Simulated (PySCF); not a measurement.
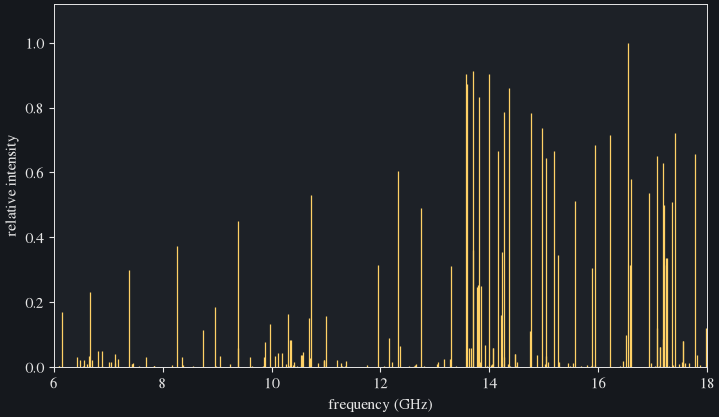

Simulated rotational absorption lines between 6 and 18 GHz at 10 K: rigid rotor with the equilibrium constants and dipole of one optimised conformer (PBE0-D3(BJ)/def2-SVP, PySCF), commonest isotopes; no centrifugal distortion, hyperfine structure, internal rotation or nuclear-spin weights; lines within 1 MHz of each other are summed.

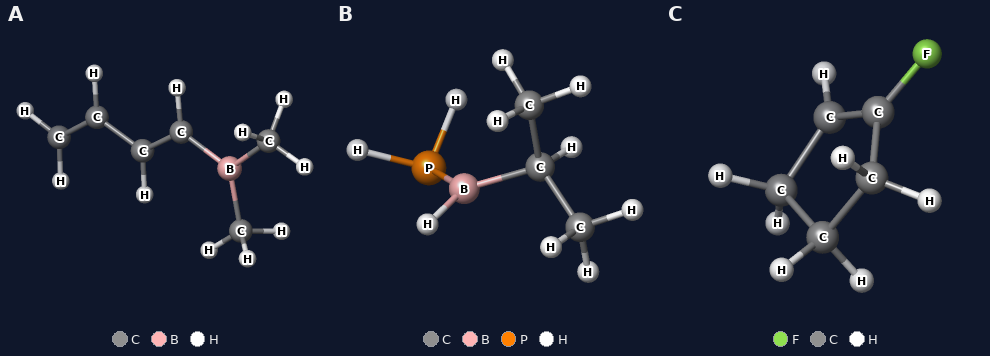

Question: Which molecule gives this spectrum? Choose among the lettered structures.

Answer: Structure B, C₃H₁₀BP, SMILES CC(C)BP. Rotational constants A, B, C = 7.132, 1.840, 1.605 GHz, |μa|, |μb|, |μc| = 0.54, 0.90, 0.14 D.

Known limits of this run: coarse grid, loose stop and no frequency check, small forces are noise and the end may be a saddle.
